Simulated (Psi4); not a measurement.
Interaction calculation of BP2NH8 (part 2 of 3)

BP2NH8, SMILES BN.PP; MP2/3-21G, RHF (Psi4 1.11). The geometry comes from this level: GFN2-xTB.

Geometry of the input (Å):
```
B  0.0789  -2.5598  0.1320
N  1.1569  -1.7506  0.4174
H  -0.3680  -3.2338  0.9796
H  -0.3721  -2.5427  -0.9500
H  1.6029  -1.1523  -0.2593
H  1.6046  -1.7104  1.3180
P  0.2131  1.1191  -0.1888
P  -1.2849  2.6654  -0.2652
H  0.0094  0.8533  1.1658
H  -0.6723  0.1142  -0.5729
H  -1.1134  2.8888  -1.6322
H  -0.3916  3.6875  0.0607
```

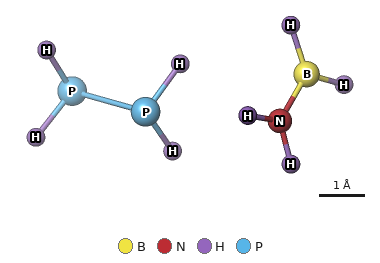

Fig. 1: The input geometry (ball-and-stick view, seen at a tilt).

### Log, continued
```
    Psi4 run time: 0:00:00.47

    -----------------------------------------------------------------------
                               Psi4 1.11 release

    h
    h
    h

    -----------------------------------------------------------------------

    Memory:     1.5 GiB
    Threads:    1
                ecpint, einsums, f̶o̶r̶t̶e̶, gauxc, gcp, g̶d̶m̶a̶, geometric, g̶p̶u̶_̶d̶f̶c̶c̶,
                i̶n̶t̶e̶g̶r̶a̶t̶o̶r̶x̶x̶, i̶p̶i̶, libefp, m̶d̶i̶, m̶p̶2̶d̶, m̶r̶c̶c̶, ooo,
                o̶p̶e̶n̶f̶e̶r̶m̶i̶o̶n̶p̶s̶i̶4̶, pcmsolver, p̶s̶i̶4̶f̶o̶c̶k̶c̶i̶, p̶s̶i̶x̶a̶s̶,
                p̶y̶e̶i̶n̶s̶u̶m̶s̶, r̶e̶s̶p̶, s̶i̶m̶i̶n̶t̶, s̶n̶s̶m̶p̶2̶,
                v̶2̶r̶d̶m̶_̶c̶a̶s̶s̶c̶f̶

    SCF Algorithm Type (re)set to DF.

  ==> Geometry <==

    Molecular point group: c1
    Full point group: C1

    Geometry (in Bohr), charge = 0, multiplicity = 1:

       Center              X                  Y                   Z               Mass
    ------------   -----------------  -----------------  -----------------  -----------------
         B            0.149137185821    -4.837226449641     0.249481643083    11.009305360000
         N            2.186186360020    -3.308230144272     0.788809479289    14.003074004430
         H           -0.695343625124    -6.111071933550     1.851156815237     1.007825032230
         H           -0.703185988544    -4.805101105508    -1.795277613707     1.007825032230
         H            3.029098698280    -2.177474722581    -0.490062676115     1.007825032230
         H            3.032330129955    -3.232263154028     2.490753519660     1.007825032230
         P            0.402681740074     2.114811404261    -0.356761395225    30.973761998420
         P           -2.428090201339     5.036838220273    -0.501193162994    30.973761998420
         H            0.017820117363     1.612559994637     2.202948230752     1.007825032230
         H           -1.270462874145     0.215731134482    -1.082718583581     1.007825032230
         H           -2.103964376301     5.459021933961    -3.084354290189     1.007825032230
         H           -0.739978956207     6.968402882148     0.114725273077     1.007825032230

  Running in c1 symmetry.

  Rotational constants: A =      0.43746  B =      0.03513  C =      0.03350 [cm^-1]
  Rotational constants: A =  13114.61395  B =   1053.19247  C =   1004.45262 [MHz]
  Nuclear repulsion =  194.202024940124801

  Charge       = 0
  Multiplicity = 1
  Electrons    = 50
  Nalpha       = 25
  Nbeta        = 25

  ==> Primary Basis <==

  Basis Set: 3-21G
    Blend: 3-21G
    Number of shells: 40
    Number of basis functions: 60
    Number of Cartesian functions: 60
    Spherical Harmonics?: false
    Max angular momentum: 1

  ==> Integral Setup <==

  DFHelper Memory: AOs need 0.020 GiB; user supplied 1.118 GiB.
  SCF_SUBTYPE=INCORE selected. In-core MEM_DF algorithm will be used.
  Using in-core AOs.

  ==> MemDFJK: Density-Fitted J/K Matrices <==

    J tasked:                   Yes
    K tasked:                   Yes
    wK tasked:                   No
    Memory [MiB]:              1144
    Algorithm:                 Core
    Schwarz Cutoff:           1E-12
    Mask sparsity (%):       8.0556
    Fitting Condition:        1E-10

   => Auxiliary Basis Set <=

  Basis Set: (3-21G AUX)
    Blend: DEF2-UNIVERSAL-JKFIT
    Number of shells: 174
    Number of basis functions: 652
    Number of Cartesian functions: 652
    Spherical Harmonics?: false
    Max angular momentum: 4

  Minimum eigenvalue in the overlap matrix is 9.9576318837E-03.
  Reciprocal condition number of the overlap matrix is 2.4352681971E-03.
    Using symmetric orthogonalization.

  ==> Pre-Iterations <==

  SCF Guess: Superposition of Atomic Densities via on-the-fly atomic UHF (no occupation information).

   -------------------------
    Irrep   Nso     Nmo
   -------------------------
     A         60      60
   -------------------------
    Total      60      60
   -------------------------

  ==> Iterations <==

                           Total Energy        Delta E     RMS |[F,P]|

   @DF-RHF iter SAD:  -760.33795037507389   -7.60338e+02   0.00000e+00
   @DF-RHF iter   1:  -761.23168175819842   -8.93731e-01   5.45797e-03 DIIS/ADIIS
   @DF-RHF iter   2:  -761.29409072191208   -6.24090e-02   2.15178e-03 DIIS/ADIIS
   @DF-RHF iter   3:  -761.30140793483531   -7.31721e-03   5.47032e-04 DIIS/ADIIS
   @DF-RHF iter   4:  -761.30215220254217   -7.44268e-04   9.58302e-05 DIIS
   @DF-RHF iter   5:  -761.30219266672520   -4.04642e-05   2.50339e-05 DIIS
   @DF-RHF iter   6:  -761.30219620378966   -3.53706e-06   6.76114e-06 DIIS
   @DF-RHF iter   7:  -761.30219646550597   -2.61716e-07   2.01401e-06 DIIS
   @DF-RHF iter   8:  -761.30219648681395   -2.13080e-08   5.01767e-07 DIIS
   @DF-RHF iter   9:  -761.30219648819525   -1.38130e-09   9.84380e-08 DIIS
   @DF-RHF iter  10:  -761.30219648823891   -4.36557e-11   1.85230e-08 DIIS
   @DF-RHF iter  11:  -761.30219648824152   -2.61480e-12   3.40376e-09 DIIS
  Energy and wave function converged.

  ==> Post-Iterations <==

    Final Occupation by Irrep:
              A
    DOCC [    25 ]
    NA   [    25 ]
    NB   [    25 ]

  @DF-RHF Final Energy:  -761.30219648824152

   => Energetics <=

    Nuclear Repulsion Energy =            194.2020249401248009
    One-Electron Energy =               -1437.0309394518762929
    Two-Electron Energy =                 481.5267180235099431
    Total Energy =                       -761.3021964882415205

Computation Completed

Properties will be evaluated at   0.000000,   0.000000,   0.000000 [a0]

Properties computed using the SCF density matrix

 Multipole Moments:

 ------------------------------------------------------------------------------------
     Multipole            Electronic (a.u.)      Nuclear  (a.u.)        Total (a.u.)
 ------------------------------------------------------------------------------------

 L = 1.  Multiply by 2.5417464519 to convert [e a0] to [Debye]
 Dipole X            :         14.4210404          -13.7658233            0.6552170
 Dipole Y            :        -57.5671835           57.8608061            0.2936226
 Dipole Z            :          6.0527926           -5.8930731            0.1597195
 Magnitude           :                                                    0.7355501

 ------------------------------------------------------------------------------------

	total time  =          1 seconds =       0.02 minutes

  //>>>>>>>>>>>>>>>>>>>>>>>>>>>>>>>>>>>//
  //               DFMP2               //
  //<<<<<<<<<<<<<<<<<<<<<<<<<<<<<<<<<<<//

   => Auxiliary Basis Set <=

  Basis Set: (3-21G AUX)
    Blend: DEF2-SVP-RI
    Number of shells: 120
    Number of basis functions: 332
    Number of Cartesian functions: 376
    Spherical Harmonics?: true
    Max angular momentum: 3

	 --------------------------------------------------------
	                 NBF =    60, NAUX =   332
	 --------------------------------------------------------
	   CLASS    FOCC     OCC    AOCC    AVIR     VIR    FVIR
	   PAIRS      12      25      13      35      35       0
	 --------------------------------------------------------

	-----------------------------------------------------------
	 ==================> DF-MP2 Energies <====================
	-----------------------------------------------------------
	 Reference Energy          =    -761.3021964882415205 [Eh]
	 Singles Energy            =      -0.0000000000000000 [Eh]
	 Same-Spin Energy          =      -0.0515023445853427 [Eh]
	 Opposite-Spin Energy      =      -0.2362541921584218 [Eh]
	 Correlation Energy        =      -0.2877565367437646 [Eh]
	 Total Energy              =    -761.5899530249853342 [Eh]
	-----------------------------------------------------------
	 ================> DF-SCS-MP2 Energies <==================
	-----------------------------------------------------------
	 SCS Same-Spin Scale       =       0.3333333333333333 [-]
	 SCS Opposite-Spin Scale   =       1.2000000000000000 [-]
	 SCS Same-Spin Energy      =      -0.0171674481951142 [Eh]
	 SCS Opposite-Spin Energy  =      -0.2835050305901062 [Eh]
	 SCS Correlation Energy    =      -0.3006724787852204 [Eh]
	 SCS Total Energy          =    -761.6028689670267795 [Eh]
	-----------------------------------------------------------

	total time  =          0 seconds =       0.00 minutes

    Psi4 run time: 0:00:01.17

    -----------------------------------------------------------------------
                               Psi4 1.11 release

    h
    h
    h

    -----------------------------------------------------------------------

    Memory:     1.5 GiB
    Threads:    1
                ecpint, einsums, f̶o̶r̶t̶e̶, gauxc, gcp, g̶d̶m̶a̶, geometric, g̶p̶u̶_̶d̶f̶c̶c̶,
                i̶n̶t̶e̶g̶r̶a̶t̶o̶r̶x̶x̶, i̶p̶i̶, libefp, m̶d̶i̶, m̶p̶2̶d̶, m̶r̶c̶c̶, ooo,
                o̶p̶e̶n̶f̶e̶r̶m̶i̶o̶n̶p̶s̶i̶4̶, pcmsolver, p̶s̶i̶4̶f̶o̶c̶k̶c̶i̶, p̶s̶i̶x̶a̶s̶,
                p̶y̶e̶i̶n̶s̶u̶m̶s̶, r̶e̶s̶p̶, s̶i̶m̶i̶n̶t̶, s̶n̶s̶m̶p̶2̶,
                v̶2̶r̶d̶m̶_̶c̶a̶s̶s̶c̶f̶

    SCF Algorithm Type (re)set to DF.

  ==> Geometry <==

    Molecular point group: c1
    Full point group: C1

    Geometry (in Bohr), charge = 0, multiplicity = 1:

       Center              X                  Y                   Z               Mass
    ------------   -----------------  -----------------  -----------------  -----------------
         B            0.149137185821    -4.837226449641     0.249481643083    11.009305360000
         N            2.186186360020    -3.308230144272     0.788809479289    14.003074004430
         H           -0.695343625124    -6.111071933550     1.851156815237     1.007825032230
         H           -0.703185988544    -4.805101105508    -1.795277613707     1.007825032230
         H            3.029098698280    -2.177474722581    -0.490062676115     1.007825032230
         H            3.032330129955    -3.232263154028     2.490753519660     1.007825032230
      Gh(P)           0.402681740074     2.114811404261    -0.356761395225    30.973761998420
      Gh(P)          -2.428090201339     5.036838220273    -0.501193162994    30.973761998420
      Gh(H)           0.017820117363     1.612559994637     2.202948230752     1.007825032230
      Gh(H)          -1.270462874145     0.215731134482    -1.082718583581     1.007825032230
      Gh(H)          -2.103964376301     5.459021933961    -3.084354290189     1.007825032230
      Gh(H)          -0.739978956207     6.968402882148     0.114725273077     1.007825032230

  Running in c1 symmetry.

  Rotational constants: A =      0.43746  B =      0.03513  C =      0.03350 [cm^-1]
  Rotational constants: A =  13114.61395  B =   1053.19247  C =   1004.45262 [MHz]
  Nuclear repulsion =   32.524782532146389

  Charge       = 0
  Multiplicity = 1
  Electrons    = 16
  Nalpha       = 8
  Nbeta        = 8

  ==> Iterations <==

                           Total Energy        Delta E     RMS |[F,P]|

   @DF-RHF iter SAD:   -80.29253218976706   -8.02925e+01   0.00000e+00
   @DF-RHF iter   1:   -81.00471430500200   -7.12182e-01   4.68691e-03 DIIS/ADIIS
   @DF-RHF iter   2:   -81.03889745976095   -3.41832e-02   2.09852e-03 DIIS/ADIIS
   @DF-RHF iter   3:   -81.04511336294692   -6.21590e-03   3.71911e-04 DIIS/ADIIS
   @DF-RHF iter   4:   -81.04543081345265   -3.17451e-04   6.44145e-05 DIIS
   @DF-RHF iter   5:   -81.04544462132563   -1.38079e-05   1.42230e-05 DIIS
   @DF-RHF iter   6:   -81.04544562114670   -9.99821e-07   3.89317e-06 DIIS
   @DF-RHF iter   7:   -81.04544569949255   -7.83458e-08   6.20026e-07 DIIS
   @DF-RHF iter   8:   -81.04544570170563   -2.21308e-09   1.03724e-07 DIIS
   @DF-RHF iter   9:   -81.04544570174988   -4.42526e-11   1.25352e-08 DIIS
   @DF-RHF iter  10:   -81.04544570175050   -6.11067e-13   1.58700e-09 DIIS
  Energy and wave function converged.

  ==> Post-Iterations <==

    Final Occupation by Irrep:
              A
    DOCC [     8 ]
    NA   [     8 ]
    NB   [     8 ]

  @DF-RHF Final Energy:   -81.04544570175050

   => Energetics <=

    Nuclear Repulsion Energy =             32.5247825321463893
    One-Electron Energy =                -173.0777928411874598
    Two-Electron Energy =                  59.5075646072905755
    Total Energy =                        -81.0454457017504950

Computation Completed

Properties will be evaluated at   0.000000,   0.000000,   0.000000 [a0]

Properties computed using the SCF density matrix

 Multipole Moments:

 ------------------------------------------------------------------------------------
     Multipole            Electronic (a.u.)      Nuclear  (a.u.)        Total (a.u.)
 ------------------------------------------------------------------------------------

 L = 1.  Multiply by 2.5417464519 to convert [e a0] to [Debye]
 Dipole X            :        -20.0509598           20.7118897            0.6609298
 Dipole Y            :         64.0466663          -63.6696542            0.3770121
 Dipole Z            :         -8.6584818            8.8256446            0.1671628
 Magnitude           :                                                    0.7790441

 ------------------------------------------------------------------------------------

	total time  =          1 seconds =       0.02 minutes

  //>>>>>>>>>>>>>>>>>>>>>>>>>>>>>>>>>>>//
  //               DFMP2               //
  //<<<<<<<<<<<<<<<<<<<<<<<<<<<<<<<<<<<//

   => Auxiliary Basis Set <=

  Basis Set: (3-21G AUX)
    Blend: DEF2-SVP-RI
    Number of shells: 120
    Number of basis functions: 332
    Number of Cartesian functions: 376
    Spherical Harmonics?: true
    Max angular momentum: 3

	 --------------------------------------------------------
	                 NBF =    60, NAUX =   332
	 --------------------------------------------------------
	   CLASS    FOCC     OCC    AOCC    AVIR     VIR    FVIR
	   PAIRS       2       8       6      52      52       0
	 --------------------------------------------------------

	-----------------------------------------------------------
	 ==================> DF-MP2 Energies <====================
	-----------------------------------------------------------
	 Reference Energy          =     -81.0454457017504950 [Eh]
	 Singles Energy            =      -0.0000000000000000 [Eh]
	 Same-Spin Energy          =      -0.0338634540478050 [Eh]
	 Opposite-Spin Energy      =      -0.1313810274401511 [Eh]
	 Correlation Energy        =      -0.1652444814879561 [Eh]
	 Total Energy              =     -81.2106901832384551 [Eh]
	-----------------------------------------------------------
	 ================> DF-SCS-MP2 Energies <==================
	-----------------------------------------------------------
	 SCS Same-Spin Scale       =       0.3333333333333333 [-]
	 SCS Opposite-Spin Scale   =       1.2000000000000000 [-]
	 SCS Same-Spin Energy      =      -0.0112878180159350 [Eh]
	 SCS Opposite-Spin Energy  =      -0.1576572329281813 [Eh]
	 SCS Correlation Energy    =      -0.1689450509441163 [Eh]
	 SCS Total Energy          =     -81.2143907526946123 [Eh]
	-----------------------------------------------------------

	total time  =          0 seconds =       0.00 minutes

    Psi4 run time: 0:00:01.15

    -----------------------------------------------------------------------
                               Psi4 1.11 release

    h
    h
    h

    -----------------------------------------------------------------------

    Memory:     1.5 GiB
    Threads:    1
                ecpint, einsums, f̶o̶r̶t̶e̶, gauxc, gcp, g̶d̶m̶a̶, geometric, g̶p̶u̶_̶d̶f̶c̶c̶,
                i̶n̶t̶e̶g̶r̶a̶t̶o̶r̶x̶x̶, i̶p̶i̶, libefp, m̶d̶i̶, m̶p̶2̶d̶, m̶r̶c̶c̶, ooo,
                o̶p̶e̶n̶f̶e̶r̶m̶i̶o̶n̶p̶s̶i̶4̶, pcmsolver, p̶s̶i̶4̶f̶o̶c̶k̶c̶i̶, p̶s̶i̶x̶a̶s̶,
                p̶y̶e̶i̶n̶s̶u̶m̶s̶, r̶e̶s̶p̶, s̶i̶m̶i̶n̶t̶, s̶n̶s̶m̶p̶2̶,
                v̶2̶r̶d̶m̶_̶c̶a̶s̶s̶c̶f̶

    SCF Algorithm Type (re)set to DF.

  ==> Geometry <==

    Molecular point group: c1
    Full point group: C1

    Geometry (in Bohr), charge = 0, multiplicity = 1:
```
